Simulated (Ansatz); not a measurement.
**Optical response of RuS2 (Laurite)**

Wanted: where RuS2 (Laurite) starts to absorb, how strongly, and its refractive index.

Calculated with Ansatz 0.2.0; DFT, PBE, plane-wave PAW, default files, scalar-relativistic, independent-particle optical response without local fields.

## 1. Set-up

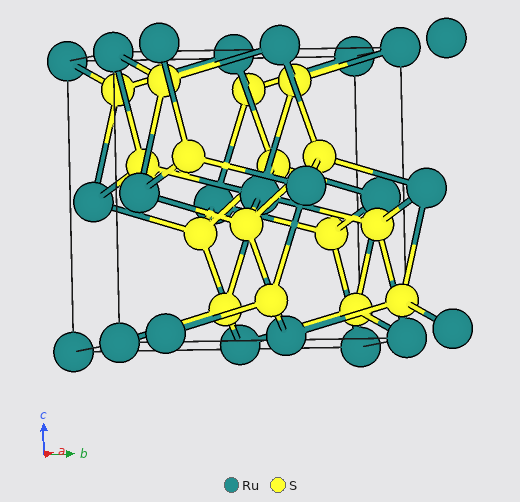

Start, viewed slightly off an axis; ruthenium teal, sulfur yellow. 2×1×1 cells are drawn. Bonds to atoms that aren't drawn are left out. Some periodic images of atoms are drawn too.

Structure file:

```cif
data_structure
_symmetry_space_group_name_H-M 'Pa-3'
_symmetry_Int_Tables_number 205
_cell_length_a 5.6106
_cell_length_b 5.6106
_cell_length_c 5.6106
_cell_angle_alpha 90.000
_cell_angle_beta 90.000
_cell_angle_gamma 90.000
_cell_volume 176.62
loop_
_atom_site_label
_atom_site_type_symbol
_atom_site_symmetry_multiplicity
_atom_site_Wyckoff_symbol
_atom_site_fract_x
_atom_site_fract_y
_atom_site_fract_z
_atom_site_occupancy
Ru1 Ru 4 a 0.00000 0.50000 0.50000 1
S1 S 8 c 0.38831 0.11169 0.88831 1
```

## 2. Ground state and bands

The self-consistent density comes first; it also tells whether there is a gap, which decides the occupations and the need for a Drude term.

This step: DFT, PBE, plane-wave PAW, default files, scalar-relativistic, ground state (Ansatz 0.2.0).

File input.yaml:

```yaml
crystal:
  lattice:
    - [5.6106, 0.0, 0.0]
    - [0.0, 5.6106, 0.0]
    - [0.0, 0.0, 5.6106]
  atoms:
    - { symbol: Ru, position: [0.0, 0.5, 0.5] }
    - { symbol: Ru, position: [0.5, 0.5, 0.0] }
    - { symbol: Ru, position: [0.5, 0.0, 0.5] }
    - { symbol: Ru, position: [0.0, 0.0, 0.0] }
    - { symbol: S, position: [0.38831, 0.11169, 0.88831] }
    - { symbol: S, position: [0.11169, 0.88831, 0.38831] }
    - { symbol: S, position: [0.88831, 0.38831, 0.11169] }
    - { symbol: S, position: [0.61169, 0.61169, 0.61169] }
    - { symbol: S, position: [0.61169, 0.88831, 0.11169] }
    - { symbol: S, position: [0.88831, 0.11169, 0.61169] }
    - { symbol: S, position: [0.11169, 0.61169, 0.88831] }
    - { symbol: S, position: [0.38831, 0.38831, 0.38831] }
kpoints:
  mp_grid: { grid: [4, 4, 4] }
  band_path:
    path:
      - [[0.0, 0.0, 0.0], [0.0, 0.5, 0.0], [0.5, 0.5, 0.0], [0.0, 0.0, 0.0], [0.5, 0.5, 0.5], [0.0, 0.5, 0.0]]
      - [[0.5, 0.5, 0.0], [0.5, 0.5, 0.5]]
    npoints: 10
scf:
  occupations: { method: fermi_dirac, width: 0.05 }
  n_extra_bands: 16
hamiltonian:
  xc: pbe
  pseudopotentials: { kind: paw }
output:
  forces: true
  stress: true
  populations: true
  write_bands: true
```

Started as:

```
> ansatz run input.yaml --threads 4 --pin off --max-ram 8192MiB --backend cpu --events-out ev --progress --plain --runs-dir out
```

Numbers of over 12 decimals in the logs are rounded to 6 here.

The program printed:

```text
scf.n_extra_bands = 16 over 56 filled bands (N_el = 112.0): the run solves 72 bands
Engine: ansatz 0.2.0, aarch64-unknown-linux-gnu
Pseudopotentials: kind: paw
Pseudopotential: Ru, paw, valence charge 16, recommended cutoff 420 eV (normal), Ru.paw.azcp
Pseudopotential: S, paw, valence charge 6, recommended cutoff 420 eV (normal), S.paw.azcp
Functional definition: PBE
  parameter kappa = 0.804
  parameter beta = 0.066725
  exchange = pbe_x(kappa = kappa, mu = beta*pi^2/3)
  correlation = pbe_c(beta = beta)
Crystal: 12 atoms, lattice volume = 176.615 Å³
Basis set: ecut = 420 eV, 3407 PW (Γ), exchange–correlation on 80×80×80 points (8 copies of the dense FFT grid, shifted against one another)
Bands: 72, of which v1, the nominal top of the filled ones, is band 56 counted from 1 (55 counted from 0)
Symmetry: 24 space group operations
Space group: Pa-3 (ITA 205), of the structure as read, at distance tolerance 5.6e-5 Å
k-points: 11 of 64
Non-local potential: Ru, projectors of the file, l = 0: 3, l = 1: 2, l = 2: 2, l = 3: 1
Non-local potential: S, projectors of the file, l = 0: 2, l = 1: 2, l = 2: 2
PAW form: soft (Blöchl's): semilocal exchange-correlation on the pseudo side does not see the compensation charge
PAW one-centre angular grid: Ru, 590 points (default); XC on 64 Gauss nodes
PAW one-centre angular grid: S, 110 points (default); XC on 64 Gauss nodes
Initial density: superposition of atomic densities (neutral atoms: chi_scale 0, normalization atom), corrected by the library's trained network
Initial wavefunctions: pseudopotential atomic-orbital guess
Functional: x = pbe(κ = 0.804, μ = 0.219515), c = pbe(β = 0.066725)
SCF iter   1: F=—  HF=-30737.952618 eV  |F-HF|=—  |Δ(HF+E_count)|=         —  Δρ=2.42e-3  dr2=9.19e-3  ethr=1.77e-3  ⟨swp⟩=6.9  Hψ=3163  notcnv=0  defer=14
preconditioner: auto → Resta (q_TF=auto, 2.529 Å⁻¹)  ε∞=8.2  [insulator: Δε(μ)=0.777 eV  Ē_g=9.292 eV  σ=0.050 eV  W_gap=1.00  n_scr=56 (ndim 8)  ℏωp=25.0 eV  f_vac=0.000  D(μ)=0.00/eV (n_scr^D=0)  ε∞_Penn≈8.2]
SCF iter   2: F=—  HF=-30737.950402 eV  |F-HF|=—  |Δ(HF+E_count)|=   2.22e-3  Δρ=1.28e-3  dr2=1.66e-3  ethr=8.21e-6  ⟨swp⟩=2.0  Hψ=1519  notcnv=0  defer=25
SCF iter   3: F=—  HF=-30737.951340 eV  |F-HF|=—  |Δ(HF+E_count)|=   9.38e-4  Δρ=2.29e-4  dr2=8.44e-5  ethr=1.48e-6  ⟨swp⟩=2.0  Hψ=993  notcnv=0  defer=25
SCF iter   4: F=—  HF=-30737.950508 eV  |F-HF|=—  |Δ(HF+E_count)|=   8.31e-4  Δρ=8.16e-5  dr2=1.07e-5  ethr=7.53e-8  ⟨swp⟩=2.4  Hψ=1054  notcnv=0  defer=25
iter 5 did not close the SCF: its close was put off for the readings that it lacked (scf_convergence_deferred on its scf_iter line)
SCF iter   5: F=-30737.950509 eV  HF=-30737.950509 eV  |F-HF|=2.84e-8  |Δ(HF+E_count)|=   5.10e-7  Δρ=7.73e-6  dr2=6.55e-8  ethr=9.59e-9  ⟨swp⟩=2.0  Hψ=1050  notcnv=0  defer=25
SCF iter   6: F=-30737.950509 eV  HF=-30737.950509 eV  |F-HF|=1.46e-9  |Δ(HF+E_count)|=   4.39e-8  Δρ=1.56e-6  dr2=2.52e-9  ethr=5.85e-11  ⟨swp⟩=7.7  Hψ=3551  notcnv=0
SCF 1 converged in 6 iterations: F = -30737.950509 eV  dr2 = 2.52e-9
  greatest PAW one-centre occupation: 0.998 electrons in one spin orbital (limit 2), on the Ru atom at site 1 (counted from 0), in its partial waves of l = 0
NSCF: frozen V_eff on 62 k-points
SCF converged after 6 iterations
Free energy (F): -30737.950509 eV
Harris-Foulkes:  -30737.950509 eV  (|F-HF|=1.46e-9)
Internal energy: -30737.950437 eV  (E = F + TS)
E sigma→0 (E₀):  -30737.950473 eV
Entropy (-TS):   -0.000072 eV (-0.006 meV/atom)
Fermi energy:    13.849882 eV
--- Per-component energies (eV) ---
  E_band       = -491.133486
  E_kinetic    = 2936.422267
  E_local      = -8130.836800  (includes V_loc(G=0)·N_el)
  E_nonlocal   = 1602.414958
  E_hartree    = 2849.428749
  E_xc         = -1546.974409
  E_vxc        = -1668.110537  (∫ρ·V_xc dr)
  E_paw        = -18648.001630  (= ΣΔE_a)
  E_vpaw       = -929.879342  (= ΣTr[D̂ρ^β])
  E_aug_tail   = -0.000730  (compensation charges beyond the density's cutoff)
  E_ewald      = -9800.402842
  E_smearing   = -0.000072  (= −TS)
  E_closure    = 0.000000  (closes the sum)
  Σ components = -30737.950509   (vs F -30737.950509, Δ=0.00e0)
--- Forces (eV/Å), atoms counted from 1 ---
  atom   1  Ru     0.00000000     0.00000000     0.00000000
  atom   2  Ru    -0.00000000     0.00000000    -0.00000000
  atom   3  Ru     0.00000000    -0.00000000    -0.00000000
  atom   4  Ru     0.00000000    -0.00000000    -0.00000000
  atom   5  S     -0.14849480     0.14849480    -0.14849480
  atom   6  S      0.14849480    -0.14849480    -0.14849480
  atom   7  S     -0.14849480    -0.14849480     0.14849480
  atom   8  S      0.14849480     0.14849480     0.14849480
  atom   9  S      0.14849480    -0.14849480     0.14849480
  atom  10  S     -0.14849480     0.14849480     0.14849480
  atom  11  S      0.14849480     0.14849480    -0.14849480
  atom  12  S     -0.14849480    -0.14849480    -0.14849480
  max |Σ_I F_I| component: 1.11e-16 eV/Å
--- Stress (GPa, compression-positive) ---
        3.722628      -0.000000       0.000000
       -0.000000       3.722628       0.000000
        0.000000       0.000000       3.722628
  P = ⅓ Tr σ = 3.7226 GPa (37.226 kbar)
--- Band table (eV; the first three rows and the last of 11) ---
  k-point 0: bands = [... 52 lower, 12.8689, 12.8689, 12.8689, 13.1845, 14.1490, 16.0229, 16.0229, 16.0229, ... 12 higher]
  k-point 1: bands = [... 52 lower, 12.8455, 12.9624, 13.1439, 13.2462, 14.7956, 15.6224, 15.8979, 16.0262, ... 12 higher]
  k-point 2: bands = [... 52 lower, 13.1189, 13.1189, 13.3960, 13.3960, 15.4885, 15.4885, 15.7442, 15.7442, ... 12 higher]
  k-point 10: bands = [... 52 lower, 12.7276, 12.7276, 12.7276, 12.7276, 15.6833, 15.6833, 15.6833, 15.6833, ... 12 higher]
--- Löwdin populations: 12 sites ---
  site symbol       q [e]
     0     Ru     15.9179
     1     Ru     15.9179
     2     Ru     15.9179
     3     Ru     15.9179
     4      S      5.9044
     5      S      5.9044
     6      S      5.9044
     7      S      5.9044
     8      S      5.9044
     9      S      5.9044
    10      S      5.9044
    11      S      5.9044
  spilling = 0.009757 (of n_electrons = 112.000000)
```

Wall time 9 s (4 threads of Arm Neoverse V1, shared host); peak memory 0.8 GiB; 33 s of CPU time.

This step gave:

| Property | Result |
| --- | --- |
| free energy | -30737.9505 eV |
| Fermi energy | 13.85 eV |
| gap by band count | 0.7531 eV |
| electrons | 112 |
| symmetry operations | 24 |
| pressure | 3.723 GPa |
| volume | 176.6 Å³ |
| gap on the path | 0.7292 eV |
| least direct gap on the path | 0.9646 eV |

There is a gap, 0.73 eV on the path, so no carriers' term is needed. The cell is left with a pressure of 3.7 GPa and forces up to 0.26 eV/Å, as it stands unrelaxed at this level.

Electronic bands along the path, in eV, zero at the Fermi level; v1 is the highest filled band, c1 the lowest empty one:

```
    point     v4     v3     v2     v1    c1    c2    c3    c4
        Γ  -0.98  -0.98  -0.98  -0.67  0.30  2.17  2.17  2.17
        X  -0.73  -0.73  -0.45  -0.45  1.64  1.64  1.89  1.89
        M  -0.52  -0.52  -0.52  -0.52  2.02  2.02  2.02  2.02
        Γ  -0.98  -0.98  -0.98  -0.67  0.30  2.17  2.17  2.17
        R  -1.12  -1.12  -1.12  -1.12  1.83  1.83  1.83  1.83
        X  -0.73  -0.73  -0.45  -0.45  1.64  1.64  1.89  1.89
jump to M  -0.52  -0.52  -0.52  -0.52  2.02  2.02  2.02  2.02
        R  -1.12  -1.12  -1.12  -1.12  1.83  1.83  1.83  1.83
```

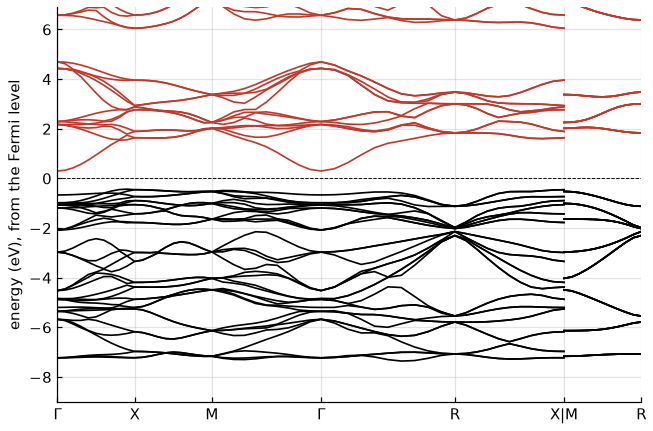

Electronic bands along the path; lines of filled and empty bands in two colours.

## 3. Spectrum

The spectrum is a sum over vertical transitions between filled and empty bands at the fixed density, so many empty bands are needed.

This step: DFT, PBE, plane-wave PAW, default files, scalar-relativistic, independent-particle optical response without local fields (Ansatz 0.2.0).

input.yaml, the sections that differ from step 2:

```yaml
kpoints:
  mp_grid: { grid: [4, 4, 4] }
scf:
  occupations: { method: fixed }
output:
  optics:
    e_range: [0, 14]
    de: 0.05
    sigma: 0.15
    nscf_kmesh: { grid: [4, 4, 4] }
    bands: { spectra_wanted_up_to: 14 }
# crystal, hamiltonian: as in step 2
```

The program printed:

```text
[...]
Crystal: 12 atoms, lattice volume = 176.615 Å³
Basis set: ecut = 420 eV, 3407 PW (Γ)
Bands: 68, of which v1, the nominal top of the filled ones, is band 56 counted from 1 (55 counted from 0)
Symmetry: 24 space group operations
[...]
k-points: 11 of 64
[...]
SCF iter   1: F=—  HF=-30737.951996 eV  |F-HF|=—  |Δ(HF+E_count)|=         —  Δρ=2.43e-3  dr2=8.74e-3  ethr=1.77e-3  ⟨swp⟩=4.9  Hψ=2470  notcnv=0  defer=100
[...]
SCF iter   9: F=-30737.950289 eV  HF=-30737.950289 eV  |F-HF|=0.00e0  |Δ(HF+E_count)|=  1.46e-11  Δρ=3.55e-8  dr2=2.18e-12  ethr=1.00e-12  ⟨swp⟩=8.5  Hψ=2682  notcnv=0
SCF 1 converged in 9 iterations: F = -30737.950289 eV  dr2 = 2.18e-12
[...]
NSCF: frozen V_eff on 11 k-points
output.optics: what the bands over the 125 summed would add to eps1, eps2 and the energy-loss function is held between a lower and an upper bound (7 Lanczos steps). eps1, eps2 and their loss function (loss_summed_bands) are given on every row as the summed bands alone make them. Along an axis, on a row where the two bounds hold the loss function to about 1 % of the greater of itself and 0.5 % of |1/eps|, its cell (loss_completed) is given, with the completed eps1 and eps2 that it is formed of (a cell that is left empty reads nan in the table and null in the record). The two bounds hold it so along every axis on all 281 rows up to 14.000 eV. [rest of the remark cut]
SCF converged after 9 iterations
Free energy (F): -30737.950289 eV
[...]
Internal energy: -30737.950289 eV  (E = F + TS)
E sigma→0 (E₀):  -30737.950289 eV
Fermi energy:    13.395982 eV
[...]
--- Band table (eV; the first three rows and the last of 11) ---
  k-point 0: bands = [... 52 lower, 12.8689, 12.8689, 12.8689, 13.1845, 14.1490, 16.0229, 16.0229, 16.0229, ... 8 higher]
  k-point 1: bands = [... 52 lower, 12.8455, 12.9625, 13.1440, 13.2462, 14.7956, 15.6224, 15.8980, 16.0262, ... 8 higher]
  k-point 2: bands = [... 52 lower, 13.1190, 13.1190, 13.3960, 13.3960, 15.4885, 15.4885, 15.7442, 15.7442, ... 8 higher]
  k-point 10: bands = [... 52 lower, 12.7276, 12.7276, 12.7276, 12.7276, 15.6833, 15.6833, 15.6833, 15.6833, ... 8 higher]
```

Run time: 67 s. Hardware: 4 threads; peak memory 1.7 GiB; 4.3 min of CPU time.

This step gave:

- electronic dielectric constant ε∞, mean over x, y and z (by symmetry where fewer were run): 16.79
- absorption onset, first axis (α over 10⁴ cm⁻¹, or the direct gap if that lies higher): 1.743 eV
- main peak of Im epsilon, first axis: 3.079 eV
- photocurrent from vertical transitions in a film 500 nm thick on a perfect mirror (two passes), AM1.5G, no front reflection, all carriers collected: 25.95 mA/cm²
- least direct gap on the mesh: 0.9645 eV
- bands summed: 125
- spectra valid up to: 21.28 eV
- program's estimate of the k-sum error in Im epsilon: 0.07 %
- electrons in the f-sum: 75.10

The Im ε, any direction by photon energy; read off at these points:

| photon energy (eV) | Im ε, any direction |
| --- | --- |
| 1.00 | 6.1e-4 |
| 1.50 | 0.229 |
| 2.00 | 3.73 |
| 2.50 | 17.2 |
| 3.00 | 29.4 |
| 3.10 | 29.7 |
| 3.50 | 26.8 |
| 4.00 | 19.8 |
| 4.50 | 14.8 |
| 5.00 | 10.4 |
| 5.50 | 8.03 |
| 6.00 | 7.41 |
| 6.50 | 6.61 |
| 7.00 | 7.36 |
| 7.50 | 8.63 |
| 7.90 | 9.06 |
| 8.00 | 8.84 |
| 8.50 | 5.96 |
| 9.00 | 5.35 |
| 9.50 | 6.55 |
| 10.00 | 6.74 |
| 10.50 | 4.86 |
| 11.00 | 4.33 |
| 11.50 | 4.43 |
| 12.00 | 3.61 |
| 12.50 | 3.45 |
| 13.00 | 3.06 |
| 13.50 | 2.91 |
| 14.00 | 2.64 |

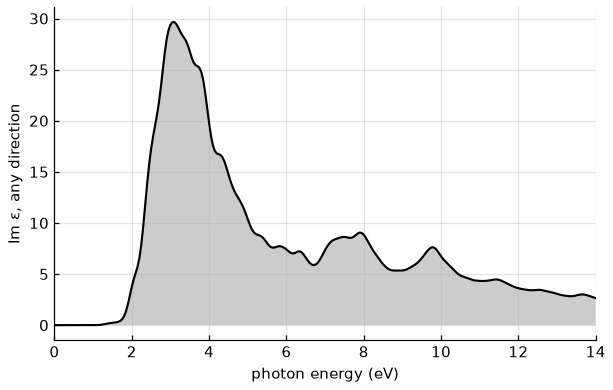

Im ε, any direction against photon energy.

Re ε, any direction against photon energy:

```csv
photon energy (eV),"Re ε, any direction"
0,16.8
1,18.3
2,27.3
3,19.0
4,-3.04
5,-3.14
6,-0.325
7,2.43
8,-1.27
9,-0.382
10,-2.37
11,-1.85
12,-2.08
13,-1.97
14,-2.12
```

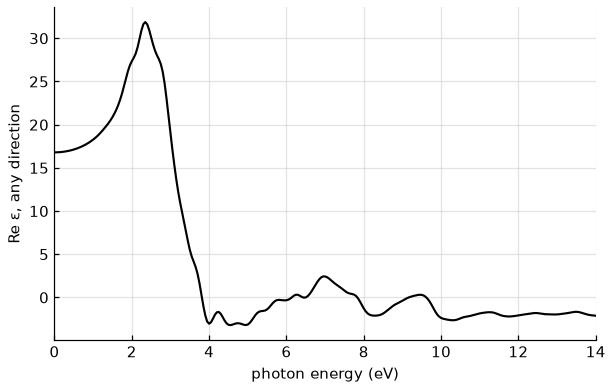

Re ε, any direction against photon energy.

Values under 1 per cm are given as 1. The absorption coefficient, any direction by photon energy:

```csv
photon energy (eV),"absorption coefficient, any direction (1/cm)"
0.00,1
1.00,7.27
2.00,72236
3.00,8.6e5
4.00,1.4e6
5.00,1.3e6
6.00,1.2e6
7.00,1.2e6
8.00,1.8e6
9.00,1.5e6
10.00,2.2e6
11.00,2.0e6
12.00,2.1e6
13.00,2.2e6
14.00,2.4e6
```

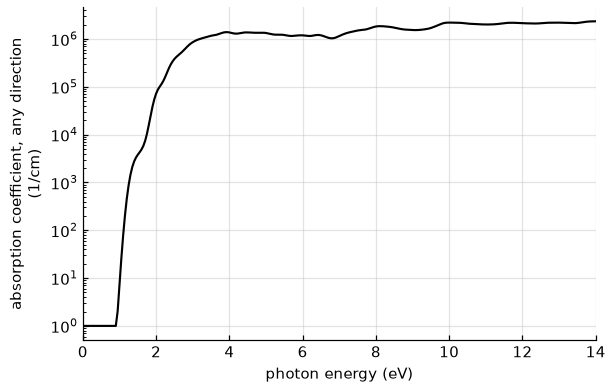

Absorption coefficient, any direction, plotted against photon energy.

The loss function −Im 1/ε at q → 0, any direction has structure finer than the step of the table below, so its rows give means over 1 eV, whole bins alone (the curve runs from 0 to 14 eV). Peaks (eV: height): 6.7: 0.166, 9.0: 0.186, 13.4: 0.260.

The loss function −Im 1/ε at q → 0, any direction by energy loss; means over each step:

| energy loss (eV) | loss function −Im 1/ε at q → 0, any direction |
| --- | --- |
| 1 | 1.0e-4 |
| 2 | 0.00518 |
| 3 | 0.0244 |
| 4 | 0.0495 |
| 5 | 0.0912 |
| 6 | 0.135 |
| 7 | 0.133 |
| 8 | 0.121 |
| 9 | 0.175 |
| 10 | 0.140 |
| 11 | 0.188 |
| 12 | 0.208 |
| 13 | 0.237 |

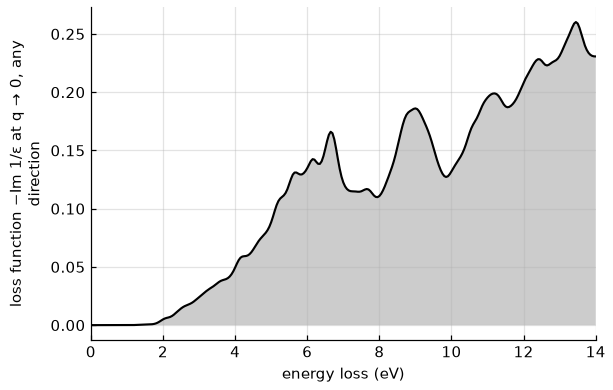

Loss function −Im 1/ε at q → 0, any direction, plotted against energy loss.

Refractive index n and extinction k against photon energy:

| photon energy (eV) | n | k |
| --- | --- | --- |
| 0 | 4.10 | 0 |
| 1 | 4.27 | 7.2e-5 |
| 2 | 5.24 | 0.356 |
| 3 | 5.20 | 2.83 |
| 4 | 2.91 | 3.40 |
| 5 | 1.96 | 2.64 |
| 6 | 1.88 | 1.97 |
| 7 | 2.26 | 1.63 |
| 8 | 1.96 | 2.26 |
| 9 | 1.58 | 1.69 |
| 10 | 1.54 | 2.18 |
| 11 | 1.19 | 1.81 |
| 12 | 1.02 | 1.77 |
| 13 | 0.913 | 1.67 |
| 14 | 0.796 | 1.66 |

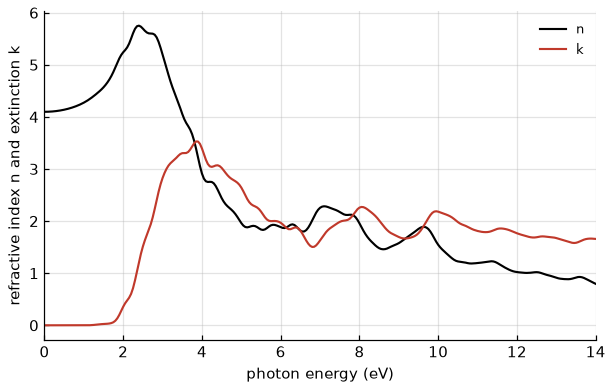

Refractive index n and extinction k, plotted against photon energy.

From ε follow the optical constants at some laser and lamp lines:

```csv
wavelength (nm),n,k,R (%),1/α
1064,4.35,0.002,39.2,35 µm
633,5.20,0.291,46.0,173 nm
450,5.60,2.090,53.2,17 nm
405,5.04,2.942,55.3,11 nm
365,4.28,3.252,55.5,8.9 nm
308,2.86,3.339,56.1,7.3 nm
248,1.96,2.644,50.2,7.5 nm
```

Rows near the edge hang on the gap, which this functional as a rule makes too small, and phonon-assisted absorption is left out.

The f-sum over the summed bands holds 75.1 of the cell's 112 electrons outside the frozen cores, 46 of which lie in bands more than 12 eV below the Fermi level, whose transitions come at higher energies. Up to 14 eV the strength has a mean oscillator energy of 5.2 eV, well above the main peak, so higher transitions carry much of it.

(Continued in part 2 of 2.)

[Logs are printed without paths, hosts, clocks, repeated set-up lines and the standing remarks that a program may print on its own settings, such as how far it seeks lower states.]

[Hosts, paths, dates, database ids (printed as entryN), source tags and the programs' standing remarks are cut or masked in the printed files.]
